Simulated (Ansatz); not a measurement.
# CuBiSeO (P4/nmm): a many-body input that goes wrong, and its mend

A first try at the G0W0 gap of CuBiSeO (P4/nmm), what the program said, and an input that works.

Program: Ansatz 0.2.0. Level of theory: G0W0 on r2SCAN, plane waves, PAW; PAW set soft_1. Results are calculated unless marked as measured.

In doubt: one-shot GW on d or f shells is unsure, so the values of those runs are not to be relied on.

## (1) Starting point

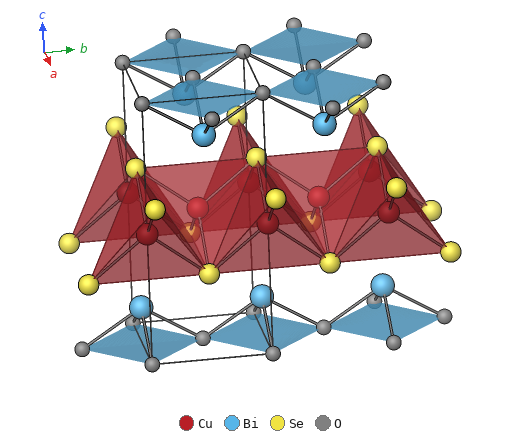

Start, viewed slightly off an axis; copper red, bismuth blue, selenium yellow, oxygen grey. 1×2×1 cells are drawn. Some periodic images of atoms are drawn too.

Geometry: measured lattice cell, ions relaxed with r2SCAN; the structure entry is the Materials Project's. The runs that relaxed it are not among those shown. Spin-orbit coupling is left out unless a step names it.

## (2) First try

The input, input.yaml:

```yaml
crystal:
  lattice:
    - [3.9221, 0.0, 0.0]
    - [0.0, 3.9221, 0.0]
    - [0.0, 0.0, 8.9133]
  atoms:
    - { symbol: Cu, position: [0.0, 0.0, 0.5] }
    - { symbol: Cu, position: [0.5, 0.5, 0.5] }
    - { symbol: Bi, position: [0.0, 0.5, 0.8600640231] }
    - { symbol: Bi, position: [0.5, 0.0, 0.1399359769] }
    - { symbol: Se, position: [0.5, 0.0, 0.6731283809] }
    - { symbol: Se, position: [0.0, 0.5, 0.3268716191] }
    - { symbol: O, position: [0.5, 0.5, 0.0] }
    - { symbol: O, position: [0.0, 0.0, 0.0] }
kpoints:
  mp_grid: { grid: [4, 4, 2] }
hamiltonian:
  xc: r2scan
  pseudopotentials: { kind: paw, azcp: { folder: soft_1 } }
scf:
  occupations: { method: fixed }
gw:
  n_empty_bands: 4
  ecut_chi: 40
  qp_bands: [v2, c2]
  qp_kpoints: band_edges
  screening: { model: contour_deformation }
```

Run with:

```
$ ansatz run input.yaml --threads 3 --pin off --max-ram 92160MiB --backend cuda --events-out ev --progress --plain --runs-dir out --devices 1 --max-vram 13GiB
```

Numbers of over 12 decimals in the logs are rounded to 6 here.

The log of the run:

```text
GPUs: using 1 of 1 available (devices: 1).
Engine: ansatz 0.2.0, x86_64-unknown-linux-gnu
Pseudopotentials: kind: paw
Pseudopotential: Cu, paw, valence charge 19, recommended cutoff 500 eV (meta_gga), soft_1/Cu.paw.azcp
Pseudopotential: Bi, paw, valence charge 15, recommended cutoff 500 eV (meta_gga), soft_1/Bi.paw.azcp
Pseudopotential: Se, paw, valence charge 16, recommended cutoff 500 eV (meta_gga), soft_1/Se.paw.azcp
Pseudopotential: O, paw, valence charge 6, recommended cutoff 500 eV (meta_gga), soft_1/O.paw.azcp
Functional definition: r2SCAN
  parameter k0 = 0.174
  parameter k1 = 0.065
  parameter a1 = 4.9479
  exchange = r2scan_x(k0 = k0, k1 = k1, a1 = a1)
  correlation = r2scan_c
device memory: the entry about to start is reckoned to put 3.2 GiB on a device that reports 61.6 GiB free (of which the cap on the GPU budget leaves the run 13.0 GiB)
GPU FFT provider: cuFFT
GPU libraries: cuBLAS 13.8.2, cuFFT 12.4.0, cuSOLVER 12.3.4
Crystal: 8 atoms, lattice volume = 137.112 Å³
Basis set: ecut = 500 eV, 3465 PW (Γ), exchange–correlation on 120×120×288 points (64 copies of the dense FFT grid, shifted against one another)
Bands: 68, of which v1, the nominal top of the filled ones, is band 56 counted from 1 (55 counted from 0)
Symmetry: 16 space group operations
Space group: P4/nmm (ITA 129), of the structure as read, at distance tolerance 5.2e-5 Å
k-points: 12 of 32
Non-local potential: Cu, projectors of the file, l = 0: 3, l = 1: 2, l = 2: 3, l = 3: 1
Non-local potential: Bi, projectors of the file, l = 0: 2, l = 1: 2, l = 2: 2, l = 3: 1
Non-local potential: Se, projectors of the file, l = 0: 2, l = 1: 2, l = 2: 3, l = 3: 1
Non-local potential: O, projectors of the file, l = 0: 2, l = 1: 2, l = 2: 1
PAW form: soft (Blöchl's): semilocal exchange-correlation on the pseudo side does not see the compensation charge
PAW frozen core: Cu, regenerated for the run's functional (the file was generated under x = pbe(κ = 0.804, μ = 0.219515), c = pbe(β = 0.066725))
PAW frozen core: Bi, regenerated for the run's functional (the file was generated under x = pbe(κ = 0.804, μ = 0.219515), c = pbe(β = 0.066725))
PAW frozen core: Se, regenerated for the run's functional (the file was generated under x = pbe(κ = 0.804, μ = 0.219515), c = pbe(β = 0.066725))
PAW frozen core: O, regenerated for the run's functional (the file was generated under x = pbe(κ = 0.804, μ = 0.219515), c = pbe(β = 0.066725))
PAW one-centre angular grid: Cu, 590 points (default); XC on 160 Gauss nodes
PAW one-centre angular grid: Bi, 590 points (default); XC on 160 Gauss nodes
PAW one-centre angular grid: Se, 590 points (default); XC on 160 Gauss nodes
PAW one-centre angular grid: O, 302 points (default); XC on 160 Gauss nodes
Initial density: superposition of atomic densities (chi_scale 0.1, normalization cell, long waves 63 % of neutral atoms (reshape's long-wave potential 1.63 eV rms, cloud 2.68 Å wide))
Initial wavefunctions: pseudopotential atomic-orbital guess
GPU buffer pool allocated for 64800 grid points (all kernels)
GPU transforms: local potential and band sums: pruned to the plane-wave sphere, on 30×30×72
Functional: x = r2scan, c = r2scan; τ floored in thin density (d = 2e-4 eV/Å³)
SCF iter   1: F=—  HF=-50190.386237 eV  |F-HF|=—  |Δ(HF+E_count)|=         —  Δρ=1.01e-1  dr2=4.84e1  dr2_τ=1.03e-1  ethr=3.10e-3  ⟨swp⟩=4.8  Hψ=2478  notcnv=0  defer=115
preconditioner: auto → Resta (q_TF=auto, 2.638 Å⁻¹)  ε∞=4.1  [insulator: Δε(μ)=0.155 eV  Ē_g=15.585 eV  n_scr=38 (ndim 8)  ℏωp=27.6 eV  f_vac=0.000  ε∞_Penn≈4.1]
SCF iter   2: F=—  HF=-50184.179975 eV  |F-HF|=—  |Δ(HF+E_count)|=    6.21e0  Δρ=8.52e-2  dr2=6.44e0  dr2_τ=5.87e-1  ethr=3.10e-3  ⟨swp⟩=3.2  Hψ=1769  notcnv=0  defer=112
SCF iter   3: F=—  HF=-50183.365806 eV  |F-HF|=—  |Δ(HF+E_count)|=   8.14e-1  Δρ=3.27e-2  dr2=2.62e0  dr2_τ=4.19e-2  ethr=3.10e-3  ⟨swp⟩=2.0  Hψ=1684  notcnv=0  defer=83
[...]
E_hartree    = 9427.975844
  E_xc         = -713.494855
  E_vxc        = -866.109262  (∫ρ·V_xc dr)
  E_paw        = -29660.419201  (= ΣΔE_a)
  E_vpaw       = -2683.372604  (= ΣTr[D̂ρ^β])
  E_aug_tail   = 0.001685  (compensation charges beyond the density's cutoff)
  E_vtau       = 51.619234  (kinetic-family band-sum trace: ∫τ·v_τ [+ j·A + Jᵃ·Aᵃ] dr)
  E_ewald      = -12141.772690
  E_core_change = -2.444892  (= ΣΔE_core)
  E_smearing   = -0.000000  (= −TS)
  E_closure    = 0.000000  (closes the sum)
  Σ components = -50183.140519   (vs F -50183.140519, Δ=0.00e0)
--- Band table (eV; the first three rows and the last of 12) ---
  k-point 0: bands = [... 52 lower, 11.0543, 11.4380, 11.8481, 11.8481, 12.8093, 13.4583, 15.7414, 15.7414, ... 8 higher]
  k-point 1: bands = [... 52 lower, 11.0543, 11.4433, 12.1668, 12.1668, 12.7858, 12.9063, 14.9596, 14.9596, ... 8 higher]
  k-point 2: bands = [... 52 lower, 11.3722, 11.5982, 11.8531, 12.0166, 14.0265, 14.4486, 14.5919, 15.3284, ... 8 higher]
  k-point 11: bands = [... 52 lower, 10.4788, 10.4788, 11.2170, 11.2170, 14.1837, 14.1837, 15.0523, 15.0523, ... 8 higher]
--- G₀W₀: contour deformation, 7 samples at zero and on the imaginary axis and 1 off it, 32 q-points, 4 empty bands' worth ---
  eigenvalues of the whole cell's RPA ε∞ on this k-mesh (on a slab, of 1 + 4πα/V) = 9.5014, 17.8918, 17.8918; static W/v taken at q = 0 is 0.064306
  gw.qp_kpoints: band_edges: 10 of 12 stored k-points solved, in 1 pass; an edge of the gap read off the rows below is read off those points alone
    valence top: of the k-points left out ik 8 came nearest to being solved in a further pass, in band 56 (counted from 1, as in the quasiparticle table): it holds the edge there only if its correction is more favourable than any solved in that band by at least 0.914 eV; those differ by 0.679 eV
    conduction bottom: of the k-points left out ik 11 came nearest to being solved in a further pass, in band 58 (counted from 1, as in the quasiparticle table): it holds the edge there only if its correction is more favourable than any solved in that band by at least 1.277 eV; those differ by 0.939 eV
  `?` marks the rows in doubt; gw_qp.tsv's column doubts and the gw_qp event give each row's grounds
    ik  band        ε_KS         Σx   Σc(E_QP)       V_xc       Z   E_QP_lin       E_QP  E_QP is
     0    55     11.8481   -30.9947     4.2357   -26.4093  0.6475    11.4820    11.4984  root
     0    56     11.8481   -30.9947     4.2357   -26.4093  0.6475    11.4820    11.4984  root
     0    57     12.8093   -11.4220    -1.8504   -14.9672  0.7749    14.4379    14.5041  root
     0    58     13.4583   -10.7809    -1.8664   -14.4525  0.7755    15.1911    15.2636  root
     1    55     12.1668   -31.8015     4.2441   -27.1929  0.6618    11.7849    11.8023  root
     1    56     12.1668   -31.8015     4.2441   -27.1929  0.6618    11.7849    11.8023  root
     1    57     12.7858    -9.6906    -1.9396   -13.5600  0.7867    14.6511    14.7156  root
     1    58     12.9063   -15.8924    -1.3548   -18.5212  0.7525    14.1071    14.1804  root
     2    55     11.8531   -32.6106     4.3990   -27.8141  0.6453    11.4326    11.4555  root
     2    56     12.0166   -31.3799     4.2316   -26.7757  0.6558    11.6251    11.6439  root
     2    57     14.0265   -11.7236    -1.7570   -15.5210  0.7750    16.0035    16.0669  root
     2    58     14.4486   -10.9181    -1.9249   -15.0559  0.7797    16.5930    16.6615  root
     3    55     11.6777   -32.3676     4.4516   -27.5237  0.6358    11.2630    11.2854  root
     3    56     12.1979   -31.7779     4.2426   -27.1677  0.6640    11.8126    11.8303  root
[...]
6    55     11.4826   -34.5141     5.1353   -28.8208  0.6146    10.8360    10.9246  root ?
[...]
7    55     11.2929   -36.6241     5.4543   -30.4042  0.5877    10.5297    10.5273  root ?
[...]
7    58     14.8911   -11.2270    -1.9676   -15.3349  0.7627    16.9354    17.0313  root
     9    55     11.4878   -39.0628     5.6961   -32.4928  0.5907    10.6136    10.6139  root ?
     9    56     11.4878   -39.0628     5.6961   -32.4928  0.5907    10.6136    10.6139  root ?
     9    57     13.8086   -12.8232    -1.6021   -16.0836  0.7678    15.3991    15.4669  root
     9    58     13.8086   -12.8232    -1.6021   -16.0836  0.7678    15.3991    15.4669  root
    10    55     11.0444   -43.6149     6.8439   -35.7419  0.5372     9.9737    10.0153  root ?
    10    56     11.0444   -43.6149     6.8439   -35.7419  0.5372     9.9737    10.0153  root ?
    10    57     13.1656   -14.7349    -1.4700   -17.5710  0.7547    14.4558    14.5317  root
    10    58     13.1656   -14.7349    -1.4700   -17.5710  0.7547    14.4558    14.5317  root
[key lines of the parts left out:]
SCF converged after 12 iterations
Free energy (F): -50183.140519 eV
Fermi energy:    12.197941 eV
```

Elapsed: 17 s, on 1 × NVIDIA H100 80GB HBM3 (shared by 6 runs) with 3 threads of AMD EPYC 7R13 (Zen 3), shared host; peak memory 1.3 GiB; 10 s of CPU time.

Reading the cycles: dr2 is the Hartree energy of the density residual (eV), the measure of convergence; HF is the Harris–Foulkes estimate of the energy, which meets the free energy F at convergence.

**Diagnosis.**

The run ended normally, though the input holds a fault or crude settings.

The fault: four empty bands in G0W0. The sums over empty states are cut off almost at the gap, so screening and correlation are far from complete.

It printed a gap of 2.35 eV, which is an artefact of the settings.

## (3) A better input

G0W0 replaces the xc potential by the self-energy, built once from these orbitals. Only a window of levels is corrected, while the sums run over the empty bands that the input names. This step takes PAW set soft_1 files.

Changes to input.yaml since step 2:

```diff
@@ -22,4 +22,4 @@
 gw:
-  n_empty_bands: 4
-  ecut_chi: 40
+  n_empty_bands: 409
+  ecut_chi: 120
   qp_bands: [v2, c2]
```

The log of the run:

```text
GPUs: using 1 of 1 available (devices: 1).
[...]
GPU FFT provider: cuFFT
GPU libraries: cuBLAS 13.8.2, cuFFT 12.4.0, cuSOLVER 12.3.4
Crystal: 8 atoms, lattice volume = 137.112 Å³
Basis set: ecut = 500 eV, 3465 PW (Γ), exchange–correlation on 120×120×288 points (64 copies of the dense FFT grid, shifted against one another)
Bands: 68, of which v1, the nominal top of the filled ones, is band 56 counted from 1 (55 counted from 0)
[... 1 set-up line as in the run before ...]
[...]
k-points: 12 of 32
[...]
GPU buffer pool allocated for 64800 grid points (all kernels)
[...]
SCF iter   1: F=—  HF=-50190.386237 eV  |F-HF|=—  |Δ(HF+E_count)|=         —  Δρ=1.01e-1  dr2=4.84e1  dr2_τ=1.03e-1  ethr=3.10e-3  ⟨swp⟩=4.8  Hψ=2478  notcnv=0  defer=115
[...]
0    55     11.8481   -30.9947     4.5853   -26.4093  0.6941    11.8481    11.8480  root
     0    56     11.8481   -30.9947     4.5853   -26.4093  0.6941    11.8481    11.8480  root
     0    57     12.8093   -11.4220    -3.4502   -14.9672  0.7698    12.9048    12.9043  root
     0    58     13.4583   -10.7809    -3.5905   -14.4525  0.7656    13.5398    13.5394  root
     1    55     12.1668   -31.8015     4.6332   -27.1929  0.6986    12.1913    12.1914  root
     1    56     12.1668   -31.8015     4.6332   -27.1929  0.6986    12.1913    12.1914  root
     1    57     12.7858    -9.6906    -3.8209   -13.5600  0.7757    12.8344    12.8343  root
     1    58     12.9063   -15.8924    -2.4757   -18.5212  0.7547    13.0608    13.0595  root
[...]
10    55     11.0444   -43.6149     8.0010   -35.7419  0.6323    11.1712    11.1724  root
    10    56     11.0444   -43.6149     8.0010   -35.7419  0.6323    11.1712    11.1724  root
    10    57     13.1656   -14.7349    -2.6814   -17.5710  0.7565    13.3217    13.3204  root
    10    58     13.1656   -14.7349    -2.6814   -17.5710  0.7565    13.3217    13.3204  root
[key lines of the parts left out:]
SCF converged after 12 iterations
Free energy (F): -50183.140519 eV
Fermi energy:    12.197941 eV
```

Elapsed: 78 s, on 1 × NVIDIA H100 80GB HBM3 (shared by 6 runs) with 3 threads; peak memory 2 GiB; 2.2 min of CPU time.

Numbers from this step:

- bands summed: 465
- RPA ε∞ on this mesh (eigenvalues): 11.39, 19.86, 19.86
- plane waves in the screening matrix: 419
- q-points in the mesh: 32
- G0W0 gap on the mesh: 0.6177 eV
- k of the valence top: 0, 0.25, -0.5
- k of the conduction bottom: 0, 0, -0.5
- starting gap on the mesh: 0.5878 eV
- Z at the valence top: 0.6996
- Z at the conduction bottom: 0.7757
- least direct G0W0 gap on the computed points: 0.6429 eV

The gap on the mesh goes from 0.59 eV to 0.62 eV, a correction of +0.03 eV. Between the two edge states, bare exchange in place of the xc potential would open the gap by 8.48 eV, and correlation takes back 8.45 eV.

## (4) What came out

```
first try  : converged after 17 s
better run : G0W0 gap on the mesh 0.62 eV (4×4×2 mesh, 409 empty bands, screening to 120 eV, PAW set soft_1 files)
```

**Reading.** The second run differs in: empty bands and screening cutoff (eV). Bands and cutoff are finite, so the gap is not at the basis limit. The miss can reach some tenths of an eV and take either sign; the mesh is an error of its own. The 4×4×2 mesh is coarse for this cell (its supercell is 16 Å along the shortest edge). The RPA ε∞ on it, from the r2SCAN start, is 11.39 and 19.86; such meshes misread the long-range screening, most where the gap is narrow. Where an edge is built on 6p states of lead, bismuth or thallium, scalar-relativistic gaps usually stand too wide, by a few tenths to over one eV. With atoms this heavy and so narrow a gap, spin-orbit coupling can invert the bands. These scalar-relativistic gaps are then model values, not to be set against experiment, and a spin-orbit change taken from DFT can't simply be added. A d shell, filled or nearly so, lies near the gap. One-shot GW converges very slowly in bands there, not always from below, and on a semilocal start the gap tends to come out low; starts rich in exact exchange can overshoot instead.

[Paths, hosts, dates, memory and timing lines, banners, echoed tables and standing remarks are left out of the program output.]

[Logs are printed without paths, hosts, clocks, repeated set-up lines and the standing remarks that a program may print on its own settings, such as how far it seeks lower states.]

[Runs of the session that timed out or met a known fault of the program may be left out.]

[Cells called generated may have been cut or substituted from an entry of the Crystallography Open Database or the Materials Project.]

[Hosts, paths, dates, database ids (printed as entryN), source tags and the programs' standing remarks are cut or masked in the printed files.]
